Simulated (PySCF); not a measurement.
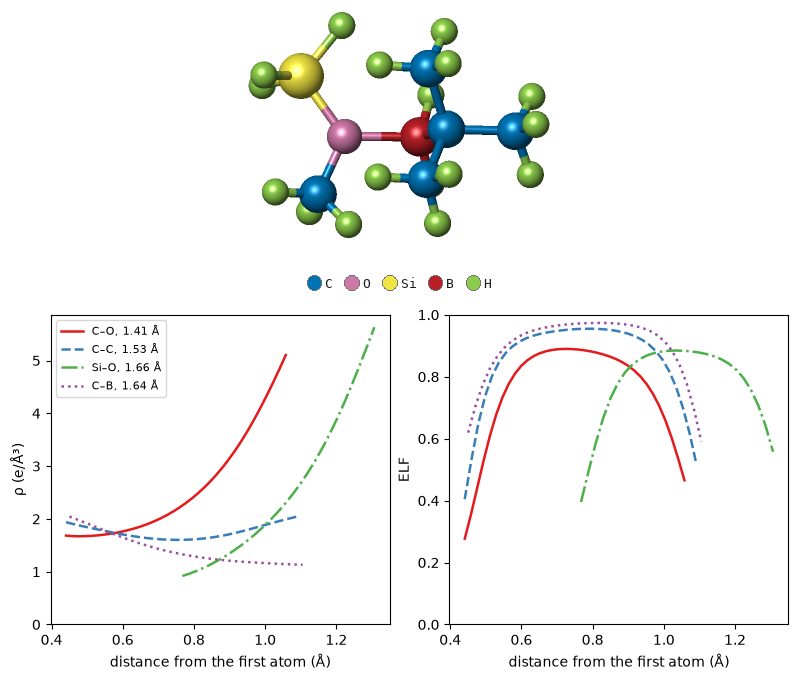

C$_{5}$H$_{17}$BOSi. Electron density and ELF along straight lines between neighbouring atoms. The curves leave out the atomic cores. The structure is drawn too.

Geometry: GFN2-xTB.

All numbers below come from PBE0/pcSseg-1, SCF density, gas phase, non-relativistic (PySCF 2.14.0).

Input

```
{"job": {"kind": "nmr", "xc": "PBE0", "basis": "pcSseg-1"}, "charge": 0, "multiplicity": 1}
C     -1.845604    -1.495715     0.661984
O     -1.516988    -0.366249    -0.116392
Si    -2.579392     0.905463    -0.202912
B     -0.102838    -0.512235    -0.990393
C      1.118227     0.134771    -0.112345
C      2.413313    -0.041295    -0.916347
C      1.324187    -0.535954     1.252370
C      0.917625     1.633812     0.135435
H     -0.928061    -1.990508     0.968376
H     -2.445893    -2.194048     0.073364
H     -2.412537    -1.198147     1.546226
H     -3.864597     0.358471    -0.655243
H     -2.715178     1.401150     1.171124
H     -1.987700     1.843560    -1.128809
H     -0.332383     0.094355    -1.983899
H     -0.005246    -1.682959    -1.167989
H      2.317394     0.423968    -1.894082
H      3.259183     0.411098    -0.397352
H      2.626000    -1.096991    -1.067007
H      0.473549    -0.358828     1.909864
H      2.211211    -0.135309     1.746475
H      1.463254    -1.609842     1.138048
H      0.011782     1.815016     0.716334
H      0.829712     2.167184    -0.808271
H      1.760046     2.053375     0.687959
```

Launched as:

```sh
OMP_NUM_THREADS=1 python probes_run.py task.json out
```

Question: What kind of bonding do the profiles show?

Answer: C–O (1.41 Å): ρ is about 2 e/Å³ halfway, with its minimum of 1.7 e/Å³ about 0.5 Å from C; the ELF peaks at about 0.90 between the atoms, as expected for a shared but strongly polarised pair.
C–C (1.53 Å): ρ at the midpoint is about 1.6 e/Å³; the ELF peaks at about 0.95 between the atoms (localised, covalent bonding).
Si–O (1.66 Å): the density is about 1.1 e/Å³ at the midpoint; the ELF peaks at about 0.90 between the atoms (a shared but strongly polarised pair).
C–B (1.64 Å): ρ at the midpoint is about 1.3 e/Å³; the ELF peaks at about 1 between the atoms (a shared electron pair).
